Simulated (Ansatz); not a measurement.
**GaH3O + H2O2: a complex and its separated parts**

Aim: how far the complex at one end of a reaction step lies below its separated, relaxed parts, level by level.

Program: Ansatz 0.2.0, Gaussian basis. Level of theory: PBE0-D4/def2-TZVP structures, single points in def2-TZVPP, no counterpoise correction. These are calculated values, not measurements.

Levels: SPW92, PBE-D4, BLYP-D4, r2SCAN-D4, B97M-V, PBE0-D4, B3LYP-D4, r2SCAN0-D4, BHLYP-D4, CAM-B3LYP-D4, wB97X-V, wB97M-V, B2PLYP, PBE-QIDH, RPA on PBE, Hartree-Fock, MP2, CCSD, CCSD(T).

Cores are frozen in the correlated methods. Filled d shells of the heavier atoms are correlated. B3LYP uses VWN-RPA correlation. B2PLYP carries no dispersion term here.

94 further runs of the same task are left out: 94 set aside as unsound or not needed.

## 1. The system as given

The complex: 9 atoms, charge 0, spin multiplicity 1.

Atoms are counted from 1 here; the program's logs count them from 0.

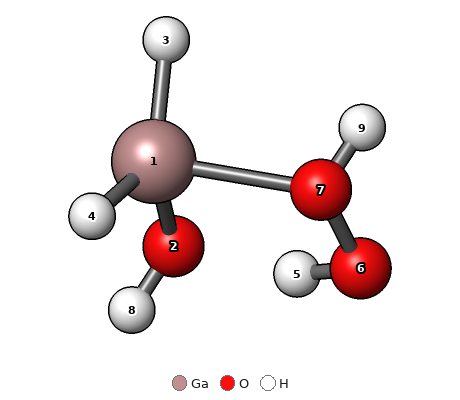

The starting geometry (gallium pink, oxygen red, hydrogen white); atoms are numbered from 1 in the order of the file.

As a file:

```mol
GaH5O3
  3D, bonds by distance, orders not assigned

  9  8  0  0  0  0  0  0  0  0999 V2000
   -1.0695   -0.3139    0.2018 Ga  0  0
    0.4832   -1.2749    0.4928 O   0  0
   -1.7545   -0.6499   -1.1633 H   0  0
   -1.7070    0.2916    1.4925 H   0  0
    1.4352   -0.0250    0.0086 H   0  0
    1.5774    0.9110   -0.3291 O   0  0
    0.2162    1.2597   -0.5782 O   0  0
    0.6449   -1.4630    1.4192 H   0  0
    0.1742    1.2644   -1.5442 H   0  0
  1  2  8  0
  1  3  8  0
  1  4  8  0
  1  7  8  0
  2  8  8  0
  5  6  8  0
  6  7  8  0
  7  9  8  0
M  END
```

Its parts: GaH3O holds atoms 1, 2, 3, 4, 8; H2O2 holds atoms 5, 6, 7, 9. Each part counts its atoms afresh in its own runs.

## 2. Relaxing GaH3O alone

Input file relax-a/in.yaml:

```yaml
crystal:
  periodic: [false, false, false]
  atoms:
    - {symbol: Ga, position_ang: [-1.069539, -0.313931, 0.201781]}
    - {symbol: O, position_ang: [0.483192, -1.274945, 0.492793]}
    - {symbol: H, position_ang: [-1.754541, -0.649928, -1.163325]}
    - {symbol: H, position_ang: [-1.707050, 0.291602, 1.492508]}
    - {symbol: H, position_ang: [0.644896, -1.462997, 1.419152]}
basis:
  gaussian: {orbitals: def2-TZVP}
hamiltonian: {xc: pbe0, dispersion: d4}
relax: {f_tol: 0.005, max_steps: 200}
```

Launch:

```console
$ ansatz run in.yaml --threads 4 --pin off --events-out ev --progress --plain --max-ram 9574MiB
```

After this run come: Relaxing H2O2 alone; SPW92/def2-TZVPP; PBE-D4/def2-TZVPP; BLYP-D4/def2-TZVPP; r2SCAN-D4/def2-TZVPP; B97M-V/def2-TZVPP; PBE0-D4/def2-TZVPP; B3LYP-D4/def2-TZVPP; r2SCAN0-D4/def2-TZVPP; BHLYP-D4/def2-TZVPP; CAM-B3LYP-D4/def2-TZVPP; wB97X-V/def2-TZVPP; wB97M-V/def2-TZVPP; B2PLYP/def2-TZVPP; PBE-QIDH/def2-TZVPP; RPA on PBE/def2-TZVPP; CCSD(T)/def2-TZVPP; Vibrations of GaH3O; Vibrations of H2O2.

What does the calculation give? Wanted: complex less parts, CCSD(T)/def2-TZVPP; with zero-point energy; largest T1 diagnostic.

The runs gave:

| quantity | value |
| --- | --- |
| complex less parts, CCSD(T)/def2-TZVPP | -19.6 kcal/mol |
| with zero-point energy | -17.1 kcal/mol |
| largest T1 diagnostic | 0.015 |

In words: At CCSD(T) the complex lies 19.6 kcal/mol below its parts. The functionals run from PBE0-D4, off by 0.0 kcal/mol, to SPW92, off by -8.4 kcal/mol, against CCSD(T). Mean unsigned error by rung: LDA 8.4, GGA 1.2, meta-GGA 1.0, hybrid 0.7, range-separated hybrid 0.3, double hybrid 1.1 kcal/mol. PBE-D4 gives a relative energy 0.3 kcal/mol too high, inside chemical accuracy (1 kcal/mol). No counterpoise was applied, and triple zeta lacks some correlation, so the CCSD(T) reference has a basis error of its own, and close matches with it are partly luck.
